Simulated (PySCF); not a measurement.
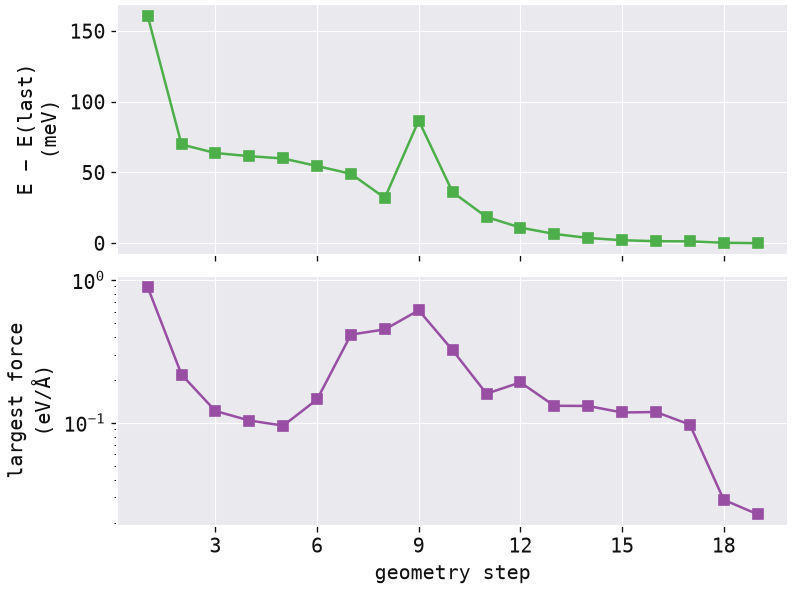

History of a geometry optimisation. C4H7B (SMILES BCC=C=C); PBE0-D3(BJ)/def2-SVP, geometry optimisation (PySCF).

The optimisation met its thresholds at geometry 19, counting the start as the first. The energy fell by about 160 meV from the first step to the last, with a rise at step 9. The largest force goes from about 0.89 eV/Å at the start to 0.023 eV/Å at the end.
